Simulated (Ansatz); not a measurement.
```
Sr Hf
1.0
     8.64538    0.00000    0.00000
     0.00000    8.64538    0.00000
     0.00000    0.00000    8.64538
Sr Hf
12 4
Direct
  0.75000 0.25000 0.25000
  0.25000 0.75000 0.25000
  0.25000 0.25000 0.75000
  0.75000 0.75000 0.75000
  0.50000 0.00000 0.00000
  0.00000 0.50000 0.00000
  0.00000 0.00000 0.50000
  0.50000 0.50000 0.50000
  0.25000 0.25000 0.25000
  0.75000 0.75000 0.25000
  0.75000 0.25000 0.75000
  0.25000 0.75000 0.75000
  0.00000 0.00000 0.00000
  0.50000 0.50000 0.00000
  0.50000 0.00000 0.50000
  0.00000 0.50000 0.50000
```

Space group Fm-3m; a structure generated by program, which may or may not match a known phase.

These are results of DFT PBE, scalar-relativistic, plane waves, PAW in Ansatz, not measurements.

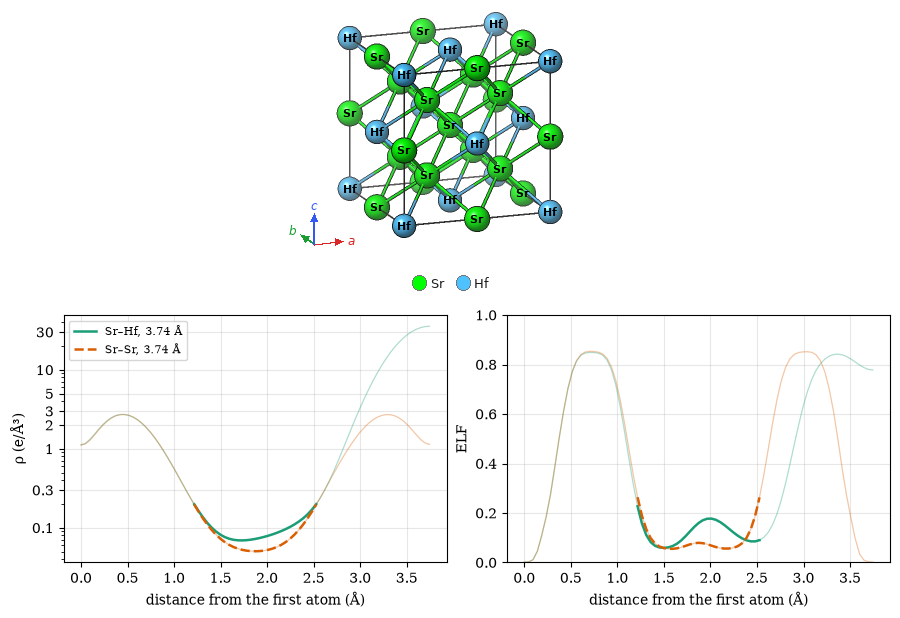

Sr$_{3}$Hf. Valence electron density and ELF along straight lines between neighbouring atoms. Thin, pale parts lie inside the atomic spheres. The structure is drawn too.

Core electrons are frozen (PAW), and the valence fields are smoothed inside the atomic spheres.

Q: Compare the contacts.

A: Sr–Hf (3.74 Å): ρ at the midpoint is about 0.07 e/Å³; the ELF is about 0.15 at the midpoint (no shared electron pair shows on this line).
Sr–Sr (3.74 Å): ρ at the midpoint is about 0.05 e/Å³; the ELF is about 0.10 at the midpoint; no localised pair shows between them.
